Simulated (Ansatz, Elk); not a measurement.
# Mg6TaZn: X-ray structure factors from the self-consistent density

The structure of Mg6TaZn used here is made up (a known structure type with other elements) and was relaxed beforehand with PBE. The aim is the Fourier transform of its all-electron density, F(hkl), set beside the sum over free spherical atoms that refinements use.

Calculated with Elk 11.2.3 (patched build); DFT, PBE, all-electron APW+lo, Dirac cores, scalar-relativistic bands, static density, no spin.

The structure was built from a prototype and need not be the compound's stable phase.

## (1) The structure

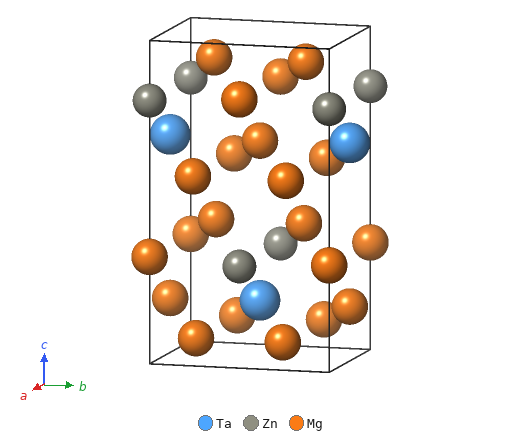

Start, viewed slightly off an axis; tantalum blue, zinc grey, magnesium orange. This picture shows the conventional cell, with its axes. Some periodic images of atoms are drawn too.

## (2) Ground state and structure factors

An all-electron density is needed, since X-rays see the cores too. Task 0 finds the density and task 195 Fourier-transforms it; tshift is off so that phases refer to the origin typed.

elk.in reads:

```
tasks
  0
  195

xctype
  20

spinpol
  .false.

rgkmax
  7.0

gmaxvr
  14.0

lmaxo
  7

lmaxapw
  8

swidth
  0.002

tshift
  .false.

ramdisk
  .false.

hmaxvr
  5.5

maxscl
  120

epspot
  1e-06

sppath
  './'

avec
  9.17467968248 0.00000000000 0.00000000000
  0.00000000000 5.83899568817 10.22560173894
  0.00000000000 -5.83899568817 10.22560173894

atoms
  3
  'Ta.in'
  1
  0.5000000000 0.6742645907 0.6742645907   0.000000 0.000000 0.000000
  'Zn.in'
  1
  0.0000000000 0.8143752737 0.8143752737   0.000000 0.000000 0.000000
  'Mg.in'
  6
  0.5000000000 0.1682674315 0.1682674315   0.000000 0.000000 0.000000
  0.5000000000 0.6743289219 0.1636379509   0.000000 0.000000 0.000000
  0.5000000000 0.1636379509 0.6743289219   0.000000 0.000000 0.000000
  0.0000000000 0.3310151447 0.3310151447   0.000000 0.000000 0.000000
  0.0000000000 0.8278599926 0.3447506940   0.000000 0.000000 0.000000
  0.0000000000 0.3447506940 0.8278599926   0.000000 0.000000 0.000000

ngridk
  5 4 4
```

Command:

```console
$ OMP_NUM_THREADS=4 elk
```

Numbers of over 12 decimals in the logs are rounded to 6 here.

What it wrote:

```text
┌─────────────────────────┐
│ Elk code version 11.2.3 │
└─────────────────────────┘

All units are atomic (Hartree, Bohr, etc.)

┌─────────────────────────────────────────────────┐
│ Ground-state run starting from atomic densities │
└─────────────────────────────────────────────────┘

Lattice vectors :
   9.174679682       0.000000000       0.000000000
   0.000000000       5.838995688       10.22560174
   0.000000000      -5.838995688       10.22560174

Reciprocal lattice vectors :
  0.6848397464       0.000000000      -0.000000000
  -0.000000000      0.5380364743      0.3072281450
   0.000000000     -0.5380364743      0.3072281450

Unit cell volume      :    1095.589685
Brillouin zone volume :   0.2264079489

Muffin-tin inner radius fraction :   0.1000000000E-01

Nuclei treated as point charges

Species : 1 (Ta)
 parameters loaded from : Ta.in
 name : tantalum
 nuclear charge    :   -73.00000000
 electronic charge :    73.00000000
 atomic mass :    329847.8435
 muffin-tin radius :    2.800000000
 number of radial points in muffin-tin :   1393
 inner part over the whole radius :   0.9923388882E-02
 number on inner part of muffin-tin    :    999
 approximate nuclear radius :   0.1005189763E-03
 number of mesh points to nuclear radius :    519
 atomic positions (lattice), magnetic fields (Cartesian) :
  1 :   0.50000000  0.67426459  0.67426459    0.00000000  0.00000000  0.00000000

Species : 2 (Zn)
 parameters loaded from : Zn.in
 name : zinc
 nuclear charge    :   -30.00000000
 electronic charge :    30.00000000
 atomic mass :    119233.3130
 muffin-tin radius :    2.400000000
 number of radial points in muffin-tin :    993
 inner part over the whole radius :   0.9843840322E-02
 number on inner part of muffin-tin    :    701
 approximate nuclear radius :   0.7484757725E-04
 number of mesh points to nuclear radius :    337
 atomic positions (lattice), magnetic fields (Cartesian) :
  1 :   0.00000000  0.81437527  0.81437527    0.00000000  0.00000000  0.00000000

Species : 3 (Mg)
 parameters loaded from : Mg.in
 name : magnesium
 nuclear charge    :   -12.00000000
 electronic charge :    12.00000000
 atomic mass :    44305.30466
 muffin-tin radius :    2.200000000
 number of radial points in muffin-tin :    793
 inner part over the whole radius :   0.9941530515E-02
 number on inner part of muffin-tin    :    552
 approximate nuclear radius :   0.5710277704E-04
 number of mesh points to nuclear radius :    241
 atomic positions (lattice), magnetic fields (Cartesian) :
  1 :   0.50000000  0.16826743  0.16826743    0.00000000  0.00000000  0.00000000
  2 :   0.50000000  0.67432892  0.16363795    0.00000000  0.00000000  0.00000000
  3 :   0.50000000  0.16363795  0.67432892    0.00000000  0.00000000  0.00000000
  4 :   0.00000000  0.33101514  0.33101514    0.00000000  0.00000000  0.00000000
  5 :   0.00000000  0.82785999  0.34475069    0.00000000  0.00000000  0.00000000
  6 :   0.00000000  0.34475069  0.82785999    0.00000000  0.00000000  0.00000000

Total number of atoms per unit cell :    8
Total muffin-tin volume :    417.4715870
 ratio of muffin-tin to unit cell volume :   0.3810473871

Spin treatment :
 spin-unpolarised

Number of Bravais lattice symmetries :    8
Number of crystal symmetries         :    4
Crystal has no inversion symmetry
Complex Hermitian eigensolver will be used

k-point grid :      5     4     4
k-point offset :    0.000000000       0.000000000       0.000000000
k-point set is reduced with full crystal symmetry group
Total number of k-points :       30

Muffin-tin radius times maximum |G+k| :    7.000000000
 using average radius
Maximum |G+k| for APW functions       :    3.043478261
Maximum (1/2)|G+k|²                   :    4.631379962
Maximum |G| for potential and density :    14.00000000
Constant for pseudocharge density :   10
 order of it for each species :   17  17  17
 order of it for pair densities of each species (exact exchange by exxq0 0: 18) :   14  11   8
Radial integration step length :    1

[...]
xc potential                :     -638.92543994961
 exchange                    :     -479.13117371524
 correlation                 :     -8.577689
 electron entropic           :    -0.93048752294618E-03
 total energy                :     -18624.217018321

Density of states at Fermi energy :    69.93590753
 (states/Hartree/unit cell)

Estimated indirect band gap :   0.7367978452E-03
 from k-point 28 to k-point 22
Estimated direct band gap   :   0.8901456483E-02
 at k-point 4

Charges :
 core                        :    70.00000000
 valence                     :    105.0000000
 interstitial                :    11.63009055
 muffin-tins (core leakage)
  species : 1 (Ta)
[...]
species : 2 (Zn)
[...]
species : 3 (Mg)
[...]
total in muffin-tins        :    163.3699095
 total calculated charge     :    174.9998952
 total charge                :    175.0000000
 error                       :   0.1047613421E-03

RMS change in Kohn-Sham potential (target) :   0.6039663781     (  0.1000000000E-05)
Absolute change in total energy (target)   :   0.6784257355     (  0.1000000000E-03)

[... loops 3 to 14 left out ...]

┌──────────────────┐
│ Loop number : 15 │
└──────────────────┘

Energies :
 Fermi                       :     0.172918
 sum of occupied eigenvalues :     -11237.114054783
 electron kinetic            :      20574.342782503
 core electron kinetic       :      19379.255862797
 Coulomb                     :     -38710.547429764
 Coulomb potential           :     -31175.466921091
 nuclear-nuclear             :     -1419.6155766485
 electron-nuclear            :     -43431.100687529
 Hartree                     :      6140.1688344126
 Madelung                    :     -23122.813969219
 xc potential                :     -635.98991619538
 exchange                    :     -479.39461915300
 correlation                 :     -8.579389
 electron entropic           :    -0.12047352674752E-02
 total energy                :     -18624.179860535

Density of states at Fermi energy :    84.85403661
 (states/Hartree/unit cell)

Estimated indirect band gap :   0.3273325391E-02
 from k-point 5 to k-point 28
Estimated direct band gap   :   0.3304183275E-02
 at k-point 13

Charges :
 core                        :    70.00000000
 valence                     :    105.0000000
 interstitial                :    11.64900899
 muffin-tins (core leakage)
  species : 1 (Ta)
[...]
species : 2 (Zn)
[...]
species : 3 (Mg)
[...]
total in muffin-tins        :    163.3509910
 total calculated charge     :    174.9998951
 total charge                :    175.0000000
 error                       :   0.1049241213E-03

RMS change in Kohn-Sham potential (target) :   0.6767861665E-06 (  0.1000000000E-05)
Absolute change in total energy (target)   :   0.7782021567E-04 (  0.1000000000E-03)

Convergence targets achieved

┌──────────────────┐
│ Loop number : 16 │
└──────────────────┘

Energies :
 Fermi                       :     0.172918
 sum of occupied eigenvalues :     -11237.114035685
 electron kinetic            :      20574.342782474
 core electron kinetic       :      19379.255869068
 Coulomb                     :     -38710.547419505
 Coulomb potential           :     -31175.466979318
 nuclear-nuclear             :     -1419.6155766485
 electron-nuclear            :     -43431.100608550
 Hartree                     :      6140.1687656931
 Madelung                    :     -23122.813929846
 xc potential                :     -635.98983884123
 exchange                    :     -479.39461820657
 correlation                 :     -8.579389
 electron entropic           :    -0.12047383428524E-02
 total energy                :     -18624.179849332

Density of states at Fermi energy :    84.85430265
 (states/Hartree/unit cell)

Estimated indirect band gap :   0.3273311416E-02
 from k-point 5 to k-point 28
Estimated direct band gap   :   0.3304182905E-02
 at k-point 28

Charges :
 core                        :    70.00000000
 valence                     :    105.0000000
 interstitial                :    11.64901046
 muffin-tins (core leakage)
  species : 1 (Ta)
[...]
species : 2 (Zn)
[...]
species : 3 (Mg)
[...]
atom 4                    :    10.48407012     ( -0.9828258740E-07)
   atom 5                    :    10.53095075     ( -0.9828258873E-07)
   atom 6                    :    10.53095075     ( -0.9828258873E-07)
 total in muffin-tins        :    163.3509895
 total calculated charge     :    174.9998951
 total charge                :    175.0000000
 error                       :   0.1049241281E-03

┌──────────────────────────────┐
│ Self-consistent loop stopped │
└──────────────────────────────┘

Wrote STATE.OUT
```

The job ended after 1.7 min (4 threads of Arm Neoverse V2, shared host; peak memory 0.34 GiB).

SFACRHO.OUT:

```text

h k l indices transformed by vhmat matrix:
   1.000000000       0.000000000       0.000000000    
   0.000000000       1.000000000       0.000000000    
   0.000000000       0.000000000       1.000000000    

      h      k      l  multipl.   |H|            Re(F)            Im(F)           |F|

      0      0      0      1   0.0000000       175.00000     -0.25995929E-16   175.00000    
      0     -1     -1      1  0.61445629      -49.746490      -37.005289       62.000845    
      0      1      1      1  0.61445629      -49.746490       37.005289       62.000845    
      0      0      1      2  0.61957435      -21.029775      -69.955593       73.048179    
      0      0     -1      2  0.61957435      -21.029775       69.955593       73.048179    
      1      0      0      2  0.68483975      -41.012456      0.53679578E-13   41.012456    
     -1     -1     -1      2  0.92008804       18.814999       55.820112       58.905765    
      1      1      1      2  0.92008804       18.814999      -55.820112       58.905765    
     -1      0     -1      4  0.92351387       29.707244      -34.067784       45.201042    
     -1      0      1      4  0.92351387       29.707244       34.067784       45.201042    
      0     -2     -1      2   1.0672326       39.550946      -15.853058       42.609821    
      0      1      2      2   1.0672326       39.550946       15.853058       42.609821    
      0      1     -1      2   1.0760729       71.271134     -0.17817611E-14   71.271134    
      0      2      2      1   1.2289126      -47.723235      -35.438279       59.442231    
      0     -2     -2      1   1.2289126      -47.723235       35.438279       59.442231    
      0      0     -2      2   1.2391487      -79.994493      -32.370571       86.295844    
      0      0      2      2   1.2391487      -79.994493       32.370571       86.295844    
     -1     -2     -1      4   1.2680658      -66.662486      0.76736781       66.666902
```

Elk indexes on the primitive cell of elk.in and gives |H| = 4π sin θ/λ in inverse bohr. Below, one row stands for each form hkl of the conventional cell (m members, Friedel mates merged), F is for one primitive cell and the density is static (no thermal factor). Free-atom factors are Waasmaier and Kirfel's, and R is Σm||F|−|F'||/Σm|F|.

```tsv
hkl	m	sin θ/λ (Å⁻¹)	abs F, DFT	neutral atoms	diff.	abs of complex diff.
002	2	0.092	62.001	61.807	+0.194	0.224
011	4	0.093	73.048	72.936	+0.112	0.126
100	2	0.103	41.013	40.754	+0.258	0.258
102	4	0.138	58.906	58.960	-0.054	0.060
111	8	0.139	45.201	45.243	-0.042	0.042
013	4	0.161	42.610	42.823	-0.213	0.216
020	2	0.162	71.271	71.566	-0.294	0.294
004	2	0.185	59.442	59.723	-0.281	0.281
022	4	0.186	86.296	86.743	-0.447	0.448
113	8	0.191	66.667	66.981	-0.314	0.315
120	4	0.192	37.400	37.588	-0.188	0.188
200	2	0.206	136.218	137.226	-1.008	1.008
104	4	0.212	126.437	127.250	-0.813	0.817
122	8	0.213	111.959	112.660	-0.702	0.721
```

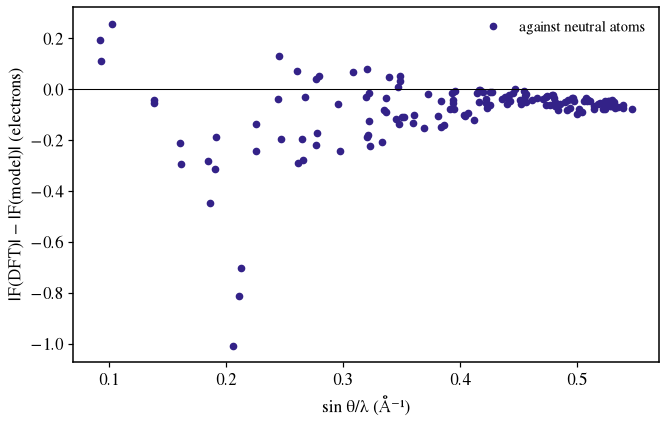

Difference between the calculated structure factors and the independent-atom ones.

## (3) The highest occupied states alone

An energy window below the Fermi level keeps the highest occupied states, to see at which angles they scatter; shallow core shells can lie inside it and anion s states outside. No new self-consistency is needed.

elk.in: that of step 2 with these lines changed.

```diff
@@ -1,3 +1,2 @@
 tasks
-  0
   195
@@ -40,2 +39,5 @@
 
+wsfac
+  -0.268070 0.472920
+
 sppath
```

Command:

```console
$ OMP_NUM_THREADS=4 elk
```

What it wrote:

```text
┌─────────────────────────────────┐
│ Elk code version 11.2.3 started │
└─────────────────────────────────┘

Info(readinput): the functional depends on the density's gradient
 muffin-tin radial points multiplied by    2.00000
 (not where nrmtscf is given)

┌────────────────────┐
│ Current task : 195 │
└────────────────────┘

Info(sfacrho): density structure factors written to SFACRHO.OUT

 Energy window :  -0.2680700000      0.4729200000

┌──────────────────┐
│ Elk code stopped │
└──────────────────┘
```

Run time: 21 s. Hardware: 4 threads; peak memory 0.21 GiB; 25 s of CPU time.

States within 12 eV below the Fermi level hold 29.00 electrons; any levels below the window count with the cores. Their amplitudes can exceed the total, where window and core parts have opposite phase:

```tsv
hkl	sin θ/λ (Å⁻¹)	abs F, window	abs F, all
002	0.092	9.545	62.001
011	0.093	11.157	73.048
100	0.103	7.303	41.013
102	0.138	9.142	58.906
111	0.139	8.083	45.201
013	0.161	7.784	42.610
020	0.162	9.111	71.271
004	0.185	7.443	59.442
022	0.186	7.857	86.296
113	0.191	8.132	66.667
```

## (4) Another functional

The difference from free atoms is small, so it is set against the change that PBEsol makes.

elk.in: that of step 3 with these lines changed.

```diff
@@ -1,2 +1,3 @@
 tasks
+  0
   195
@@ -4,3 +5,3 @@
 xctype
-  20
+  22
 
@@ -39,5 +40,2 @@
 
-wsfac
-  -0.268070 0.472920
-
 sppath
```

Command:

```console
$ OMP_NUM_THREADS=4 elk
```

What it wrote:

```text
┌─────────────────────────┐
│ Elk code version 11.2.3 │
└─────────────────────────┘

All units are atomic (Hartree, Bohr, etc.)

┌─────────────────────────────────────────────────┐
│ Ground-state run starting from atomic densities │
└─────────────────────────────────────────────────┘

Lattice vectors :
   9.174679682       0.000000000       0.000000000
   0.000000000       5.838995688       10.22560174
   0.000000000      -5.838995688       10.22560174

Reciprocal lattice vectors :
  0.6848397464       0.000000000      -0.000000000
[...]
interstitial                :    11.63209954
 muffin-tins (core leakage)
  species : 1 (Ta)
[...]
species : 2 (Zn)
[...]
species : 3 (Mg)
[...]
atom 5                    :    10.53040818     ( -0.9828258696E-07)
   atom 6                    :    10.53040818     ( -0.9828258696E-07)
 total in muffin-tins        :    163.3679005
 total calculated charge     :    174.9998944
 total charge                :    175.0000000
 error                       :   0.1055679419E-03

┌──────────────────────────────┐
│ Self-consistent loop stopped │
└──────────────────────────────┘

Wrote STATE.OUT
[key lines of the parts left out:]
total energy                :     -18615.543455534
```

Run time: 100 s. Hardware: 4 threads; peak memory 0.35 GiB.

Against the first run R = 0.02 %; the largest change is -0.046 at 240.

## (5) Basis size

The basis and the expansions that go with it are enlarged, to see whether the differences are converged.

elk.in: that of step 4 with these lines changed.

```diff
@@ -5,3 +5,3 @@
 xctype
-  22
+  20
 
@@ -11,12 +11,12 @@
 rgkmax
-  7.0
+  8.5
 
 gmaxvr
-  14.0
+  18.0
 
 lmaxo
-  7
+  9
 
 lmaxapw
-  8
+  10
```

Command:

```console
$ OMP_NUM_THREADS=4 elk
```

What it wrote:

```text
┌─────────────────────────┐
│ Elk code version 11.2.3 │
└─────────────────────────┘

All units are atomic (Hartree, Bohr, etc.)

┌─────────────────────────────────────────────────┐
│ Ground-state run starting from atomic densities │
└─────────────────────────────────────────────────┘

Lattice vectors :
   9.174679682       0.000000000       0.000000000
   0.000000000       5.838995688       10.22560174
   0.000000000      -5.838995688       10.22560174

Reciprocal lattice vectors :
  0.6848397464       0.000000000      -0.000000000
[...]
interstitial                :    11.63873726
 muffin-tins (core leakage)
  species : 1 (Ta)
[...]
species : 2 (Zn)
[...]
species : 3 (Mg)
[...]
atom 5                    :    10.53168486     ( -0.9828258385E-07)
   atom 6                    :    10.53168486     ( -0.9828258385E-07)
 total in muffin-tins        :    163.3612627
 total calculated charge     :    174.9999196
 total charge                :    175.0000000
 error                       :   0.8037517316E-04

┌──────────────────────────────┐
│ Self-consistent loop stopped │
└──────────────────────────────┘

Wrote STATE.OUT
[key lines of the parts left out:]
total energy                :     -18624.190758441
```

It took 5.8 min on 4 threads; peak memory 0.69 GiB.

Against the first run R = 0.00 %; the largest change is -0.006 at 400.

## (6) Settings against the effect

```tsv
run	R against the first run (%)	R against neutral atoms, low angle (%)	wall time
PBE, rgkmax 7	0.00	0.37	1.7 min
PBEsol	0.02	0.37	100 s
rgkmax 8.5 with larger expansions	0.00	0.37	5.8 min
```

## (7) What came out

- R against neutral atoms, sin θ/λ < 0.3 Å⁻¹: 0.37 %
- R against neutral atoms, 0.3 to 0.55 Å⁻¹: 0.12 %

What this shows: Independent neutral atoms miss the calculated amplitudes by R = 0.37 % below 0.3 Å⁻¹ and 0.12 % from there to 0.55 Å⁻¹; by shells, 0.17 % below 0.15 Å⁻¹ (5 forms), 0.40 % 0.15 to 0.3 (25 forms), 0.13 % 0.3 to 0.45 (57 forms), 0.12 % above 0.45 (62 forms). Bonding, aspherical density and the tables' own atoms all enter these figures, and the runs don't part them. The largest change of an amplitude is -1.01 electrons, at 200. R counts amplitudes alone; phases shift too. The window's part falls from 29.0 electrons at the origin to at most 3.21 between 0.45 and 0.55 Å⁻¹, where compact states inside the window still scatter. Below 0.3 Å⁻¹ the changes that finished (PBEsol and rgkmax 8.5 with larger expansions) move F by R = 0.01 % at most, against the 0.37 % that separates it from free atoms. The k-mesh has no finished test. Spin-orbit coupling is left out, which can matter for elements this heavy. Part of the difference isn't bonding: the tables are fits to free atoms and ions calculated by other methods than this functional. Thermal motion, anomalous dispersion and extinction are left out.

[Logs are printed without paths, hosts, clocks, repeated set-up lines and the standing remarks that a program may print on its own settings, such as how far it seeks lower states.]

[Hosts, paths, dates, database ids (printed as entryN), source tags and the programs' standing remarks are cut or masked in the printed files.]
